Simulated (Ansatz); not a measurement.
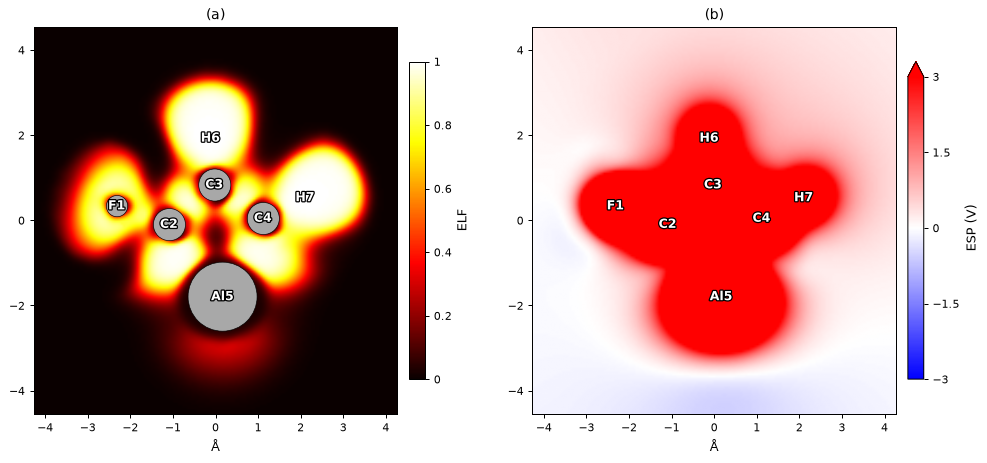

The picture shows: C$_{3}$H$_{4}$AlF. (a) ELF; (b) molecular electrostatic potential on the plane of atoms C4, C3 and H6. Grey discs cover the atomic cores in the ELF map.

Computed with Ansatz, RKS B3LYP/def2-SVP.

```
atom    x (Å)    y (Å)    z (Å)
   F   1.6355   1.6532   0.7343
   C   0.6235   0.8652   0.4955
   C   0.8365  -0.3476  -0.1976
   C  -0.4205  -0.9253  -0.2704
  Al  -1.4461   0.5733   0.7232
   H   1.7989  -0.7177  -0.5796
   H  -0.5376  -1.8984  -0.7675
   H  -2.3355   1.5192  -0.1978
   H  -1.8970   0.2360   2.2120
```

Question: Describe what can be read from this map.

Answer: The section cuts through F, C, Al and H sites.
C–F (1.30 Å): the ELF peaks at about 0.85 between the atoms, as expected for a shared but strongly polarised pair.
C–C (1.39 Å): the ELF peaks at about 0.95 between the atoms; localised, covalent bonding.
C–Al (2.07 Å): the ELF peaks at about 0.95 between the atoms; a shared but strongly polarised pair.
C–H (1.10 Å): the ELF climbs to about 1 towards the hydrogen, as it does in any bond to H (an ordinary covalent bond to hydrogen).
The ELF also peaks beside F1, away from the bonds: lone-pair regions.
Outside the dense part of the molecule the potential is most negative (−0.5 V) near H9, which lies off the plane.
